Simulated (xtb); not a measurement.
## Geometry relaxation, with input and output: C₂H₇NOSi (part 1 of 3)

C₂H₇NOSi, SMILES COC=N[SiH3], computed with GFN2-xTB, ALPB solvent ethylacetate (xtb 6.7.1).

The geometry: force field.

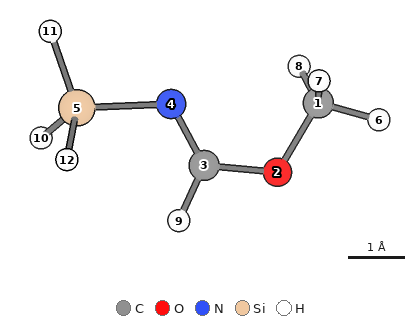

The input geometry (ball-and-stick view, seen at a tilt; atoms are numbered from 1 in the order of the input). Bond lengths as drawn: C–H 1.06 to 1.16 Å, C–N 1.30 Å, C–O 1.34 to 1.44 Å, H–Si 1.44 to 1.50 Å and N–Si 1.71 Å.

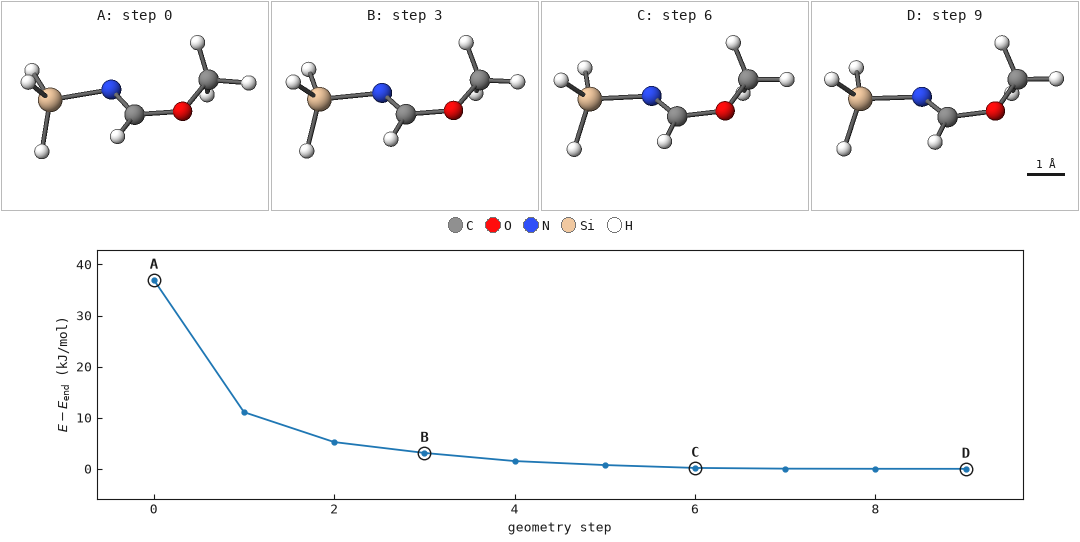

Frames of the relaxation (ball-and-stick view, seen at a tilt) above the curves, on which the letters mark them (steps are counted from 0).

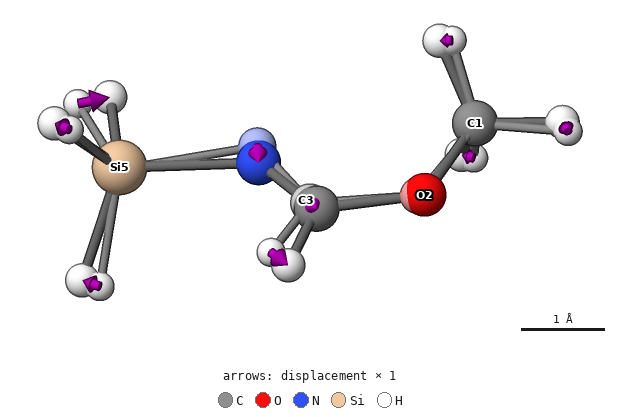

Start (faint) and end (solid) with the displacements as pink arrows, at true length (ball-and-stick view, seen at a tilt). The two geometries are laid on each other by the best rigid fit. H11 moves most after the best rigid fit: 0.40 Å. Largest moves by element: H 0.40 Å, N 0.28 Å, C 0.20 Å, O 0.08 Å, Si 0.03 Å. Among the contacts that change: C1–H6 1.160 → 1.087 Å, C3–N4 1.304 → 1.254 Å, Si5–H12 1.505 → 1.467 Å, C1–H7 1.063 → 1.091 Å. Among the angles that change: C3–N4–Si5 117.2° → 132.3°, H7–C1–H8 115.9° → 108.8°, N4–Si5–H12 105.0° → 111.3°. The energy falls by 37.0 kJ/mol in 9 geometry steps. (Atoms are counted from 1 in the order of the input.)

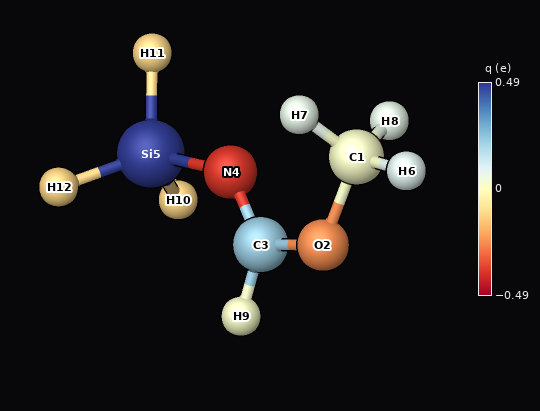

Mulliken charges, as the colour of each atom (ball-and-stick view, seen at a tilt; atoms are numbered from 1 in the order of the input). By element: C +0.02 to +0.22, O −0.24, N −0.38, Si +0.47 and H −0.12 to +0.08 e.

The input that produced these results follows, with the program's output.

Input file (mol.xyz)
```
12

C     -1.438700     0.791500     1.457000
O     -0.894800     1.440100     0.292600
C     -0.049500     0.674900    -0.413400
N      0.348000    -0.517600    -0.065600
Si     1.421700    -1.320100    -1.122200
H     -2.162600     1.583300     1.897100
H     -0.693600     0.575100     2.184300
H     -2.034400    -0.024700     1.149900
H      0.375700     1.267400    -1.216900
H      0.858100    -1.334400    -2.451000
H      1.661200    -2.686100    -0.590700
H      2.685900    -0.504500    -1.087200
```

Command:
```bash
xtb mol.xyz --alpb ethylacetate --opt --gfn2 > mol.out 2> xtb.err
```

What the program printed
```
* xtb version 6.7.1
   ID    Z sym.   atoms
    1    6 C      1, 3
    2    8 O      2
    3    7 N      4
    4   14 Si     5
    5    1 H      6-12

           -------------------------------------------------
          |                Calculation Setup                |
           -------------------------------------------------

          program call               : xtb mol.xyz --alpb ethylacetate --opt --gfn2
          coordinate file            : mol.xyz
          omp threads                :                     1

           -------------------------------------------------
          |                 G F N 2 - x T B                 |
           -------------------------------------------------

      * Hamiltonian:
        H0-scaling (s, p, d)           1.850000    2.230000    2.230000
        zeta-weighting                 0.500000
      * Dispersion:
        s8                             2.700000
        a1                             0.520000
        a2                             5.000000
        s9                             5.000000
      * Repulsion:
        kExp                           1.500000    1.000000
        rExp                           1.000000
      * Coulomb:
        alpha                          2.000000
        third order                    shell-resolved
        anisotropic                    true
        a3                             3.000000
        a5                             4.000000
        cn-shift                       1.200000
        cn-exp                         4.000000
        max-rad                        5.000000

      * Solvation model:               ALPB
        Solvent                        ethylacetate
        Parameter file                 internal GFN2-xTB/ALPB
        Dielectric constant                6.0200E+00
        Reference state                gsolv [1 M gas/solution]
        Free energy shift                  2.4188E-03 Eh       1.5178E+00 kcal/mol
        Temperature                        2.9815E+02 K
        Density                            8.8300E-01 kg/L
        Solvent mass                       7.2106E+01 g/mol
        Interaction kernel             P16
        Born radius scaling (c1)           1.6473E+00
        Born radii integrator          GBOBC
        Born offset                        0.0000E+00 a0       0.0000E+00 AA
        H-bond correction              true
        Ion screening                  false
        Surface tension                    1.0000E-05 Eh       1.5569E+01 dyn/cm
        Grid points                               230 per atom

          ...................................................
          :                      SETUP                      :
          :.................................................:
          :  # basis functions                  33          :
          :  # atomic orbitals                  32          :
          :  # shells                           18          :
          :  # electrons                        30          :
          :  max. iterations                   250          :
          :  Hamiltonian                  GFN2-xTB          :
          :  restarted?                      false          :
          :  GBSA solvation                   true          :
          :  PC potential                    false          :
          :  electronic temp.          300.0000000     K    :
          :  accuracy                    1.0000000          :
          :  -> integral cutoff          0.2500000E+02      :
          :  -> integral neglect         0.1000000E-07      :
          :  -> SCF convergence          0.1000000E-05 Eh   :
          :  -> wf. convergence          0.1000000E-03 e    :
          :  Broyden damping             0.4000000          :
          :  net charge                          0          :
          :  unpaired electrons                  0          :
          ...................................................

 iter      E             dE          RMSdq      gap      omega  full diag
   1    -16.6771558 -0.166772E+02  0.554E+00    4.03       0.0  T
   2    -16.7302680 -0.531123E-01  0.273E+00    3.45       1.0  T
   3    -16.7309730 -0.704970E-03  0.148E+00    3.63       1.0  T
   4    -16.7331937 -0.222067E-02  0.654E-01    3.33       1.0  T
   5    -16.7333067 -0.113046E-03  0.361E-01    3.44       1.0  T
   6    -16.7336465 -0.339816E-03  0.118E-01    3.36       1.0  T
   7    -16.7336717 -0.252074E-04  0.529E-02    3.37       1.0  T
   8    -16.7336723 -0.621268E-06  0.119E-02    3.37       2.4  T
   9    -16.7336724 -0.691621E-07  0.618E-03    3.37       4.7  T
  10    -16.7336725 -0.350898E-07  0.117E-03    3.37      24.7  T
  11    -16.7336725 -0.162975E-08  0.498E-04    3.37      58.0  T
  12    -16.7336725 -0.501078E-09  0.207E-04    3.37     139.6  T

   *** convergence criteria satisfied after 12 iterations ***

         #    Occupation            Energy/Eh            Energy/eV
      -------------------------------------------------------------
         1        2.0000           -0.7394420             -20.1212
       ...           ...                  ...                  ...
         9        2.0000           -0.4899385             -13.3319
        10        2.0000           -0.4781487             -13.0111
        11        2.0000           -0.4602244             -12.5233
        12        2.0000           -0.4432784             -12.0622
        13        2.0000           -0.4264935             -11.6055
        14        2.0000           -0.4149117             -11.2903
        15        2.0000           -0.3846011             -10.4655 (HOMO)
        16                         -0.2608487              -7.0981 (LUMO)
        17                         -0.1706081              -4.6425
        18                         -0.1603658              -4.3638
        19                         -0.1501687              -4.0863
        20                         -0.0515177              -1.4019
       ...                                ...                  ...
        32                          0.7177360              19.5306
      -------------------------------------------------------------
                  HL-Gap            0.1237524 Eh            3.3675 eV
             Fermi-level           -0.3227249 Eh           -8.7818 eV

 SCC (total)                   0 d,  0 h,  0 min,  0.004 sec
 SCC setup                      ...        0 min,  0.000 sec (  4.895%)
 Dispersion                     ...        0 min,  0.000 sec (  0.924%)
 classical contributions        ...        0 min,  0.000 sec (  0.214%)
 integral evaluation            ...        0 min,  0.001 sec ( 15.532%)
 iterations                     ...        0 min,  0.002 sec ( 47.320%)
 molecular gradient             ...        0 min,  0.001 sec ( 29.972%)
 printout                       ...        0 min,  0.000 sec (  0.990%)

         :::::::::::::::::::::::::::::::::::::::::::::::::::::
         ::                     SUMMARY                     ::
         :::::::::::::::::::::::::::::::::::::::::::::::::::::
         :: total energy             -16.569146915995 Eh    ::
         :: total w/o Gsasa/hb       -16.563195950468 Eh    ::
         :: gradient norm              0.114871770684 Eh/a0 ::
         :: HOMO-LUMO gap              3.367474419096 eV    ::
         ::.................................................::
         :: SCC energy               -16.733670132380 Eh    ::
         :: -> isotropic ES            0.038806373583 Eh    ::
         :: -> anisotropic ES          0.004486813326 Eh    ::
         :: -> anisotropic XC          0.009103442055 Eh    ::
         :: -> dispersion             -0.006784226630 Eh    ::
         :: -> Gsolv                  -0.007760652759 Eh    ::
         ::    -> Gelec               -0.001809687233 Eh    ::
         ::    -> Gsasa               -0.007651197050 Eh    ::
         ::    -> Ghb                 -0.000718565183 Eh    ::
         ::    -> Gshift               0.002418796707 Eh    ::
         :: repulsion energy           0.164523216385 Eh    ::
         :: add. restraining           0.000000000000 Eh    ::
         :: total charge               0.000000000000 e     ::
         :::::::::::::::::::::::::::::::::::::::::::::::::::::

      -----------------------------------------------------------
     |                   =====================                   |
     |                        A N C O P T                        |
     |                   =====================                   |
     |               Approximate Normal Coordinate               |
     |                Rational Function Optimizer                |
      -----------------------------------------------------------
      -----------------------------------------------------------
     |                   =====================                   |
     |                        A N C O P T                        |
     |                   =====================                   |
     |               Approximate Normal Coordinate               |
     |                Rational Function Optimizer                |
      -----------------------------------------------------------

          ...................................................
          :                      SETUP                      :
          :.................................................:
          :   optimization level            normal          :
          :   max. optcycles                   200          :
          :   ANC micro-cycles                  20          :
          :   degrees of freedom                30          :
          :.................................................:
          :   RF solver                   davidson          :
          :   write xtbopt.log                true          :
          :   linear?                        false          :
          :   energy convergence         0.5000000E-05 Eh   :
          :   grad. convergence          0.1000000E-02 Eh/α :
          :   maxmium RF displ.          1.0000000          :
          :   Hlow (freq-cutoff)         0.1000000E-01      :
          :   Hmax (freq-cutoff)         5.0000000          :
          :   S6 in model hess.         20.0000000          :
          ...................................................

generating ANC from exact Hessian ...
Using Lindh-Hessian (1995)
 Shifting diagonal of input Hessian by    8.4584675724067651E-003
 Lowest  eigenvalues of input Hessian
    0.000000    0.000000    0.000000    0.000000    0.000000    0.000000
    0.010000    0.012817    0.015274    0.017449    0.022727    0.027455
    0.030610    0.032290    0.041323    0.059657    0.067179    0.076356
 Highest eigenvalues
    0.985768    1.261230    1.275227    1.293416    1.667647    2.102628

........................................................................
.............................. CYCLE    1 ..............................
........................................................................

 iter      E             dE          RMSdq      gap      omega  full diag
   1    -16.7336725 -0.167337E+02  0.539E-05    3.37       0.0  T
   2    -16.7336725 -0.630251E-11  0.219E-05    3.37    1315.7  T
   3    -16.7336725 -0.639488E-12  0.218E-05    3.37    1324.9  T
     SCC iter.                  ...        0 min,  0.001 sec
     gradient                   ...        0 min,  0.001 sec
 * total energy  :   -16.5691469 Eh     change       -0.4186873E-10 Eh
   gradient norm :     0.1148719 Eh/α   predicted     0.0000000E+00 (-100.00%)
   displ. norm   :     0.2663373 α      lambda       -0.1518246E-01
   maximum displ.:     0.1341534 α      in ANC's #5, #15, #3, ...
```
